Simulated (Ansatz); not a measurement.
**H$_{2}$S···OH (doublet): density, localisation and related maps**

```xyz
5

H     0.0353   -0.4266    0.6568
O     0.0486   -1.0066   -0.8703
S    -0.2349    0.8875    0.9686
H    -0.8035   -0.7508   -1.2573
H     0.9545    1.2966    0.5020
```

A transition-state structure; geometry: PBE0-D4/def2-TZVP.

The calculation used UKS PBE0-D4/def2-TZVPP (Ansatz 0.2.0).

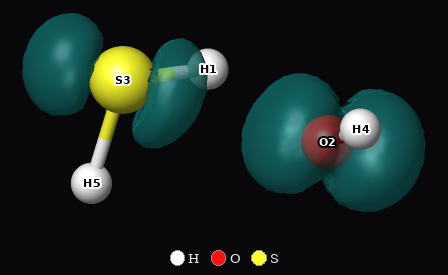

Figure 1. Isosurfaces of the spin density (α minus β) at +0.05 (teal) and −0.05 e/Å³ (pink), seen across its widest extent.

### Which atoms carry the spin?

The unpaired spin (1 electron) lies mostly on O2 (about 0.7) and S3 (about 0.2), in electrons by Hirshfeld's partition.

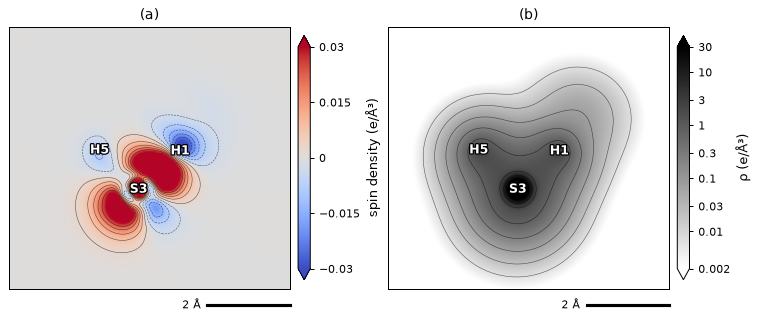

Figure 2. (a) spin density; (b) electron density on the plane of atoms H1, S3 and H5.

### Interpret the plot.

- The section cuts through H and S sites.
- S–H (1.34 Å): the density is about 1.5 e/Å³ at the midpoint.

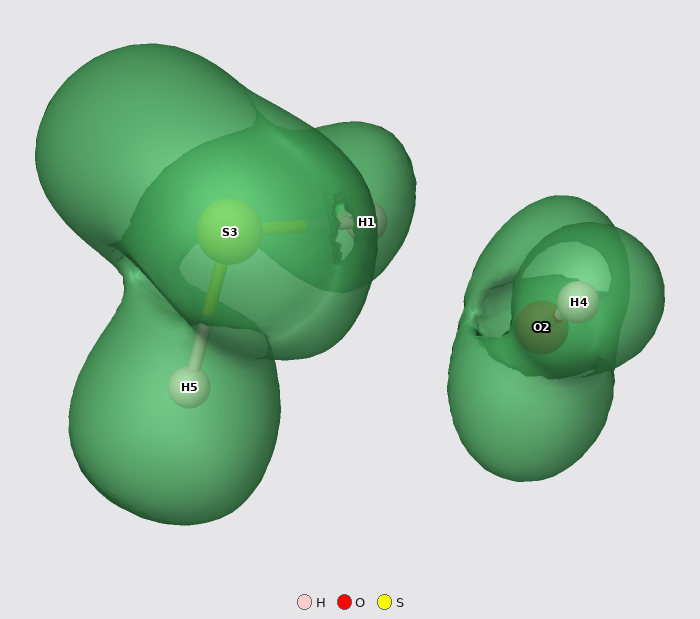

Figure 3. Isosurface of the ELF at 0.75 (green), seen across its widest extent. Only the valence region is drawn (cores and ρ < 0.01 e/Å³ removed).

### What do the ELF domains correspond to?

At this value the surface marks out one joined region spread over several atoms (H, O), in which their bonds and any lone pairs are merged and one joined region spread over several atoms (H, S), in which their bonds and any lone pairs are merged.


O2···H1 (1.63 Å): the ELF dips to about 0.25 between them. O–H (0.97 Å): the ELF climbs to about 1 towards the hydrogen, as it does in any bond to H: a covalent bond by its length.
